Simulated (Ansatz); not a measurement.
**CHOSi+ (quintet): the correlation ladder, cc-pVDZ**

Aim: climb from Hartree-Fock through coupled cluster for CHOSi+ (quintet) at one geometry and basis, and see what each rung misses.

Computed with Ansatz 0.2.0, Gaussian basis. Level: cc-pVDZ, core rule «outside noble gas», up to 7 orbitals frozen.

Plan: UHF; CCSD(T) on ROHF; CCSD(T) on UHF; BCCD(T) on ROHF; CISD as a restricted active space (open shells left free, so some higher excitations enter); CCSDT(Q) on ROHF; CCSDT(Q) on UHF.

20 further runs of the same task are left out: 10 that didn't finish, 10 set aside as unsound or not needed. Runs told in other sessions of the task aren't counted.

### Step 1. The system

The geometry is a PBE0/def2-TZVP stationary point (not a proven minimum) of the parent state, kept for this charge and spin.

4 atoms, charge 1, spin multiplicity 5.

Atoms are counted from 1 here; the program's logs count them from 0.

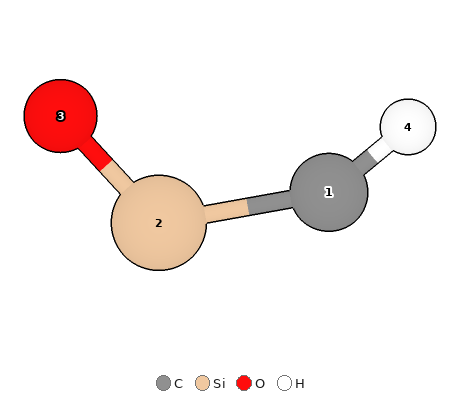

The structure; carbon grey, silicon light orange, oxygen red, hydrogen white; atoms are numbered from 1 in the order of the file.

In the tables R marks a restricted open-shell determinant and U an unrestricted one; energies count from the table's Hartree-Fock row.

### Step 2. UHF

Input file in.yaml:

```yaml
crystal:
  periodic: [false, false, false]
  atoms:
    - {symbol: C, position_ang: [0.000000, -0.231556, 1.642911]}
    - {symbol: Si, position_ang: [0.000000, 0.419511, -0.056146]}
    - {symbol: O, position_ang: [0.000000, -0.495400, -1.281834]}
    - {symbol: H, position_ang: [0.000000, -1.066454, 2.334393]}
basis:
  gaussian: {orbitals: cc-pVDZ}
total_charge: 1
magnetization: {spin_polarized: true, initial_magnetization: 4}
hamiltonian: {xc: hf}
output: {orbitals: {seedname: orbitals}}
```

Command:

```console
$ ansatz run in.yaml --threads 1 --pin off --events-out ev --progress --plain --max-ram 2393MiB
```

The program printed:

```text
Functional definition: HF
  name "HF"
  cite "Fock, Z. Phys. 61, 126 (1930) doi:10.1007/BF01340294"
  parent pbe
  exchange = exact_x
  correlation = 0
490 factors; integrals over basis functions are off by at most 7.5e-4 eV
mean field evaluation 1: about -10921.8760 eV, gradient 4.1e1 eV
mean field evaluation 2: about -10921.9706 eV, gradient 4.1e1 eV
mean field evaluation 4: about -10931.5595 eV, gradient 7.0e0 eV
mean field evaluation 8: about -10932.9942 eV, gradient 1.3e0 eV
mean field evaluation 16: about -10933.2479 eV, gradient 2.0e-2 eV
mean field evaluation 32: about -10933.1433 eV, gradient 2.7e-1 eV
mean field evaluation 64: about -10923.0746 eV, gradient 2.0e1 eV
mean field evaluation 96: about -10928.5134 eV, gradient 9.9e-1 eV
mean field evaluation 128: about -10931.4559 eV, gradient 1.0e0 eV
mean field evaluation 160: about -10925.9906 eV, gradient 9.4e0 eV
mean field evaluation 192: about -10928.3940 eV, gradient 5.8e0 eV
mean field evaluation 224: about -10933.2478 eV, gradient 6.0e-2 eV
mean field -10933.24786841 eV, -401.7894483427 hartree, gradient 1.2e-5 eV, S^2 6.026522; 4 other end points of the search recorded, 0 dependent functions left out
reference -10933.24786841 eV, -401.7894483427 hartree; 16, 12 occupied and 35, 39 virtual orbitals, 490 factors
Total energy: -10933.24786841 eV, -401.7894483427 hartree
```

It took 2.4 s on 1 thread of Arm Neoverse N1, shared host.

From the report: ⟨S²⟩ of the determinant 6.027 (pure quintet: 6.00).

### Step 3. CCSD(T) on ROHF

in.yaml: that of step 2 with these lines changed.

```diff
@@ -10,4 +10,4 @@
 total_charge: 1
-magnetization: {spin_polarized: true, initial_magnetization: 4}
-hamiltonian: {xc: hf}
-output: {orbitals: {seedname: orbitals}}
+magnetization: {spin_polarized: false, initial_magnetization: 4}
+correlation: {method: ccsd_t, electrons: outside_noble_gas}
+output: {forces: true}
```

Same command.

The program printed, shortened:

```text
Functional definition: HF
  name "HF"
  cite "Fock, Z. Phys. 61, 126 (1930) doi:10.1007/BF01340294"
  parent pbe
[...]
490 factors; integrals over basis functions are off by at most 7.5e-4 eV
[...]
mean field -10932.94412423 eV, -401.7782859498 hartree, gradient 2.5e-6 eV, S^2 6.000000; 9 other end points of the search recorded, 0 dependent functions left out
[...]
determinant -10932.94412423 eV, -401.7782859498 hartree, with singles and doubles -10941.47503434 eV, -402.0917911138 hartree
determinant -10932.68732758 eV, -401.7688488469 hartree, with singles and doubles -10941.22884703 eV, -402.0827438971 hartree
determinant -10931.07867569 eV, -401.7097319802 hartree, with singles and doubles -10939.87965754 eV, -402.0331620980 hartree
determinant -10932.94412423 eV, -401.7782859498 hartree, with singles and doubles -10941.47854638 eV, -402.0919201788 hartree
[...]
7 core orbitals not correlated: weight in the atoms' cores, before any rotation towards them, 1.000 or more for the frozen orbitals, at most 0.000 for the correlated occupied ones
reference -10932.94412423 eV, -401.7782859498 hartree; 9, 5 occupied and 35, 39 virtual orbitals, 490 factors
second order -7.38625320 eV of doubles, -0.18001237 eV of singles
cycle   1  -8.53441847 eV  change    3.7e-6 eV  update   1.9e-6
[...]
cycle   6  -8.53441812 eV  change    7.9e-8 eV  update   6.8e-8
perturbative correction -0.21661987 eV, -0.0079606332 hartree
[...]
Total energy: -10941.69516222 eV, -402.0998806641 hartree
Atom 0 at     0.000000    -0.231556     1.642911 Å, force     0.000000     0.380002    -0.444205 eV/Å
Atom 1 at     0.000000     0.419511    -0.056146 Å, force    -0.000000     4.880534     6.206906 eV/Å
Atom 2 at     0.000000    -0.495400    -1.281834 Å, force     0.000000    -4.768474    -6.196202 eV/Å
Atom 3 at     0.000000    -1.066454     2.334393 Å, force    -0.000000    -0.492062     0.433501 eV/Å
Dipole moment:     0.000000     0.201828     0.328019 e Å
```

Wall time 25 s (1 thread of Arm Neoverse N1, shared host).

From the report: correlation -8.7510 eV; T1 0.027; largest double amplitude 0.03.

### Step 4. CCSD(T) on UHF

in.yaml: that of step 3 with these lines changed.

```diff
@@ -10,3 +10,3 @@
 total_charge: 1
-magnetization: {spin_polarized: false, initial_magnetization: 4}
+magnetization: {spin_polarized: true, initial_magnetization: 4}
 correlation: {method: ccsd_t, electrons: outside_noble_gas}
```

The command is unchanged.

The program printed, shortened:

```text
Functional definition: HF
  name "HF"
  cite "Fock, Z. Phys. 61, 126 (1930) doi:10.1007/BF01340294"
  parent pbe
[...]
490 factors; integrals over basis functions are off by at most 7.5e-4 eV
[...]
mean field -10933.24786841 eV, -401.7894483427 hartree, gradient 3.0e-6 eV, S^2 6.026523; 9 other end points of the search recorded, 0 dependent functions left out
determinant -10933.24786841 eV, -401.7894483427 hartree, with singles and doubles -10941.48273153 eV, -402.0920739804 hartree
determinant -10932.98873937 eV, -401.7799255259 hartree, with singles and doubles -10941.23721498 eV, -402.0830514135 hartree
determinant -10931.43075775 eV, -401.7226707575 hartree, with singles and doubles -10939.88941168 eV, -402.0335205559 hartree
determinant -10933.24786841 eV, -401.7894483427 hartree, with singles and doubles -10941.48593345 eV, -402.0921916487 hartree
[...]
7 core orbitals not correlated: weight in the atoms' cores, before any rotation towards them, 1.000 or more for the frozen orbitals, at most 0.000 for the correlated occupied ones
reference -10933.24786841 eV, -401.7894483427 hartree; 9, 5 occupied and 35, 39 virtual orbitals, 490 factors
second order -7.25264336 eV of doubles, -0.00000000 eV of singles
cycle   1  -8.23806103 eV  change    4.0e-6 eV  update   4.4e-6
[...]
cycle   8  -8.23806240 eV  change   -4.1e-8 eV  update   1.3e-7
perturbative correction -0.21013243 eV, -0.0077222244 hartree
[...]
Total energy: -10941.69606325 eV, -402.0999137764 hartree
Atom 0 at     0.000000    -0.231556     1.642911 Å, force    -0.000000     0.379067    -0.444883 eV/Å
Atom 1 at     0.000000     0.419511    -0.056146 Å, force    -0.000000     4.878621     6.206923 eV/Å
Atom 2 at     0.000000    -0.495400    -1.281834 Å, force    -0.000000    -4.767141    -6.194558 eV/Å
Atom 3 at     0.000000    -1.066454     2.334393 Å, force    -0.000000    -0.490547     0.432518 eV/Å
Dipole moment:     0.000000     0.202013     0.328044 e Å
```

It took 24 s on 1 thread of Arm Neoverse N1, shared host.

From the report: ⟨S²⟩ of the determinant 6.027 (pure quintet: 6.00); correlation -8.4482 eV; T1 0.022; largest double amplitude 0.03.

### Step 5. BCCD(T) on ROHF

in.yaml: that of step 4 with these lines changed.

```diff
@@ -10,4 +10,3 @@
 total_charge: 1
-magnetization: {spin_polarized: true, initial_magnetization: 4}
-correlation: {method: ccsd_t, electrons: outside_noble_gas}
-output: {forces: true}
+magnetization: {spin_polarized: false, initial_magnetization: 4}
+correlation: {method: bccd_t, electrons: outside_noble_gas}
```

The command is unchanged.

The program printed, shortened:

```text
Functional definition: HF
  name "HF"
  cite "Fock, Z. Phys. 61, 126 (1930) doi:10.1007/BF01340294"
  parent pbe
[...]
490 factors; integrals over basis functions are off by at most 7.5e-4 eV
[...]
mean field -10932.94412423 eV, -401.7782859498 hartree, gradient 2.5e-6 eV, S^2 6.000000; 9 other end points of the search recorded, 0 dependent functions left out
[...]
determinant -10932.94412423 eV, -401.7782859498 hartree, with singles and doubles -10941.47503434 eV, -402.0917911138 hartree
determinant -10932.68732758 eV, -401.7688488469 hartree, with singles and doubles -10941.22884703 eV, -402.0827438971 hartree
determinant -10931.07867569 eV, -401.7097319802 hartree, with singles and doubles -10939.87965754 eV, -402.0331620980 hartree
determinant -10932.94412423 eV, -401.7782859498 hartree, with singles and doubles -10941.47854638 eV, -402.0919201788 hartree
determinant -10932.68732758 eV, -401.7688488469 hartree, with singles and doubles -10941.23075641 eV, -402.0828140656 hartree
7 core orbitals not correlated: weight in the atoms' cores, before any rotation towards them, 1.000 or more for the frozen orbitals, at most 0.000 for the correlated occupied ones
reference -10932.94412423 eV, -401.7782859498 hartree; 9, 5 occupied and 35, 39 virtual orbitals, 490 factors
second order -7.38625320 eV of doubles, -0.18001237 eV of singles
cycle   1  -8.51867597 eV  change    1.6e-2 eV  update   1.2e-2
[...]
cycle  11  -8.51633003 eV  change    3.2e-7 eV  update   1.5e-5
perturbative correction -0.23435380 eV, -0.0086123433 hartree
Total energy: -10941.69480805 eV, -402.0998676489 hartree
```

It took 17 s on 1 thread of Arm Neoverse N1, shared host.

From the report: correlation -8.7507 eV; largest double amplitude 0.04.

### Step 6. CISD as a restricted active space (open shells left free, so some higher excitations enter)

in.yaml: that of step 5 with these lines changed.

```diff
@@ -11,2 +11,2 @@
 magnetization: {spin_polarized: false, initial_magnetization: 4}
-correlation: {method: bccd_t, electrons: outside_noble_gas}
+correlation: {active_space: {ras: {orbitals: [5, 4, 35], electrons: 14, max_holes: 2, max_particles: 2}, fixed_orbitals: true}}
```

The command is unchanged.

The program printed, shortened:

```text
Functional definition: HF
  name "HF"
  cite "Fock, Z. Phys. 61, 126 (1930) doi:10.1007/BF01340294"
  parent pbe
[...]
490 factors; integrals over basis functions are off by at most 7.5e-4 eV
[...]
mean field -10932.94412423 eV, -401.7782859498 hartree, gradient 2.5e-6 eV, S^2 6.000000; 8 other end points of the search recorded, 0 dependent functions left out
reference -10932.94412423 eV, -401.7782859498 hartree; 16, 12 occupied and 35, 39 virtual orbitals, 490 factors
state -10940.81529990 eV, -402.0675463205 hartree
Total energy: -10940.81529990 eV, -402.0675463205 hartree
```

Wall time 46 s (1 thread of Arm Neoverse N1, shared host).

From the report: 413,144 determinants.

### Step 7. CCSDT(Q) on ROHF

in.yaml: that of step 6 with these lines changed.

```diff
@@ -11,2 +11,2 @@
 magnetization: {spin_polarized: false, initial_magnetization: 4}
-correlation: {active_space: {ras: {orbitals: [5, 4, 35], electrons: 14, max_holes: 2, max_particles: 2}, fixed_orbitals: true}}
+correlation: {method: ccsdt_q, electrons: outside_noble_gas}
```

Same command.

The program printed, shortened:

```text
Functional definition: HF
  name "HF"
  cite "Fock, Z. Phys. 61, 126 (1930) doi:10.1007/BF01340294"
  parent pbe
[...]
924 factors; integrals over basis functions are off by at most 1.4e-7 eV
[...]
mean field -10932.94426713 eV, -401.7782912013 hartree, gradient 2.3e-6 eV, S^2 6.000000; 9 other end points of the search recorded, 0 dependent functions left out
[...]
determinant -10932.94426713 eV, -401.7782912013 hartree, with singles and doubles -10941.47517730 eV, -402.0917963677 hartree
determinant -10932.68747279 eV, -401.7688541833 hartree, with singles and doubles -10941.22899234 eV, -402.0827492372 hartree
determinant -10931.07881735 eV, -401.7097371864 hartree, with singles and doubles -10939.87979977 eV, -402.0331673249 hartree
determinant -10932.94426713 eV, -401.7782912013 hartree, with singles and doubles -10941.47868925 eV, -402.0919254292 hartree
determinant -10932.68747279 eV, -401.7688541833 hartree, with singles and doubles -10941.23090167 eV, -402.0828194037 hartree
[...]
7 core orbitals not correlated: weight in the atoms' cores, before any rotation towards them, 1.000 or more for the frozen orbitals, at most 0.000 for the correlated occupied ones
reference -10932.94426713 eV, -401.7782912013 hartree; 9, 5 occupied and 35, 39 virtual orbitals, 924 factors
second order -7.38626821 eV of doubles, -0.18001162 eV of singles
cycle   1  -8.19199983 eV  change   -6.2e-1 eV  update   8.7e-2
[...]
cycle  29  -8.78991624 eV  change    4.6e-7 eV  update   1.5e-6
perturbative correction -0.01605404 eV, -0.0005899752 hartree
Total energy: -10941.75023741 eV, -402.1019046402 hartree
```

Run time: 2.7 min. Hardware: 1 thread of Arm Neoverse N1, shared host; peak memory 0.84 GiB.

From the report: correlation -8.8060 eV; T1 0.028; largest double amplitude 0.04.

### Step 8. CCSDT(Q) on UHF

in.yaml: that of step 7 with these lines changed.

```diff
@@ -10,3 +10,3 @@
 total_charge: 1
-magnetization: {spin_polarized: false, initial_magnetization: 4}
+magnetization: {spin_polarized: true, initial_magnetization: 4}
 correlation: {method: ccsdt_q, electrons: outside_noble_gas}
```

Same command.

The program printed, shortened:

```text
Functional definition: HF
  name "HF"
  cite "Fock, Z. Phys. 61, 126 (1930) doi:10.1007/BF01340294"
  parent pbe
[...]
924 factors; integrals over basis functions are off by at most 1.4e-7 eV
[...]
mean field -10933.24800998 eV, -401.7894535452 hartree, gradient 1.7e-6 eV, S^2 6.026522; 9 other end points of the search recorded, 0 dependent functions left out
determinant -10933.24800998 eV, -401.7894535452 hartree, with singles and doubles -10941.48287441 eV, -402.0920792310 hartree
determinant -10932.98888317 eV, -401.7799308104 hartree, with singles and doubles -10941.23736021 eV, -402.0830567508 hartree
determinant -10931.43089896 eV, -401.7226759469 hartree, with singles and doubles -10939.88955459 eV, -402.0335258078 hartree
determinant -10933.24800998 eV, -401.7894535452 hartree, with singles and doubles -10941.48607652 eV, -402.0921969065 hartree
determinant -10932.98888317 eV, -401.7799308104 hartree, with singles and doubles -10941.23875607 eV, -402.0831080477 hartree
7 core orbitals not correlated: weight in the atoms' cores, before any rotation towards them, 1.000 or more for the frozen orbitals, at most 0.000 for the correlated occupied ones
reference -10933.24800998 eV, -401.7894535452 hartree; 9, 5 occupied and 35, 39 virtual orbitals, 924 factors
second order -7.25265850 eV of doubles, -0.00000000 eV of singles
cycle   1  -7.88152852 eV  change   -6.3e-1 eV  update   8.7e-2
[...]
cycle  29  -8.48831908 eV  change    1.5e-7 eV  update   1.5e-6
perturbative correction -0.01812797 eV, -0.0006661905 hartree
Total energy: -10941.75445703 eV, -402.1020597082 hartree
```

Run time: 2.3 min. Hardware: 1 thread of Arm Neoverse N1, shared host; peak memory 0.63 GiB.

From the report: ⟨S²⟩ of the determinant 6.027 (pure quintet: 6.00); correlation -8.5064 eV; T1 0.023; largest double amplitude 0.04.

### Step 9. All levels against the top one

The yardstick is UCCSDT(Q), where the cluster series has nearly closed. Rows without a time are mean-field rows or come out of runs for another level: lower rungs of the coupled-cluster runs, or the Hartree-Fock search. The times of RCCSD(T), UCCSD(T) include forces.

Differences are taken before rounding.

```
   method  energy from the lowest ROHF (meV)  from UCCSDT(Q) (meV)     time
      ROHF                               0.0               +8810.3         
      UHF                            -303.7               +8506.6         
     RMP2                           -7566.3               +1244.1         
     UMP2                           -7556.4               +1253.9         
     CISD                           -7871.2                +939.2     46 s
    RCCSD                           -8534.4                +275.9         
    UCCSD                           -8541.8                +268.5         
 RCCSD(T)                           -8751.0                 +59.3     25 s
 UCCSD(T)                           -8751.9                 +58.4     24 s
  BCCD(T)                           -8750.7                 +59.6     17 s
   RCCSDT                           -8790.1                 +20.3         
   UCCSDT                           -8792.2                 +18.1         
RCCSDT(Q)                           -8806.1                  +4.2  2.7 min
UCCSDT(Q)                           -8810.3                     0  2.3 min
```

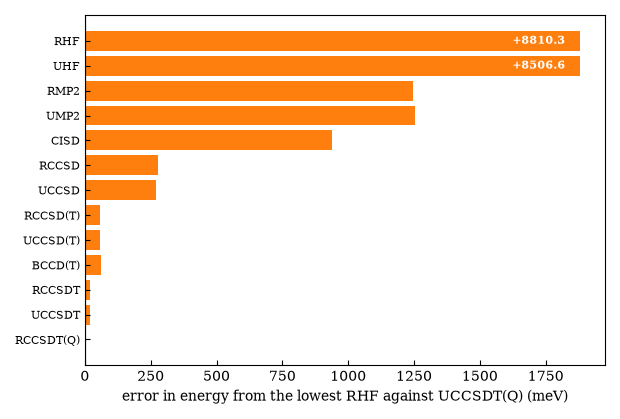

How far each level lands from UCCSDT(Q). Bars with a number in them are cut short.

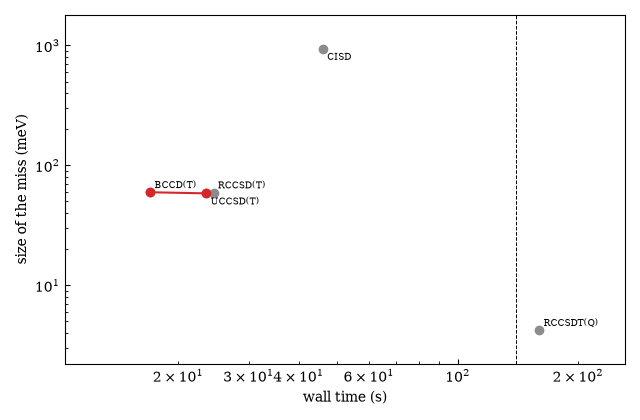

Miss against cost. Red marks the levels that no quicker level drawn beats (of those quicker than the yardstick), and the dashed line is the time of UCCSDT(Q). Times are from a shared host.

### Step 10. Summary of results

| quantity | value |
| --- | --- |
| UCCSDT(Q) from the ROHF energy | -8.8103 eV |
| RMP2 from UCCSDT(Q) | +1244.1 meV |
| UMP2 from UCCSDT(Q) | +1253.9 meV |
| RCCSD from UCCSDT(Q) | +275.9 meV |
| RCCSD(T) from UCCSDT(Q) | +59.3 meV |
| UCCSD(T) from UCCSDT(Q) | +58.4 meV |
| RCCSDT(Q) from UCCSDT(Q) | +4.2 meV |
| levels within 1 kcal/mol (43 meV) | RCCSDT, UCCSDT, RCCSDT(Q) |
| T1 diagnostic | 0.027 |

**Reading.** RCCSD(T) lands +59.3 meV from the yardstick (0.7 % of the correlation energy). These misses are within one basis, not against nature; the frozen cores of restricted and unrestricted runs differ, which can shift their rows.

With open shells the CI space here admits some higher excitations, so it is larger than plain CISD.

UCCSD(T) reaches 58.4 meV from the reference in 24 s, where UCCSDT(Q) took 2.3 min; the quickest level in the cost chart, BCCD(T), takes 17 s and misses by 59.6 meV.
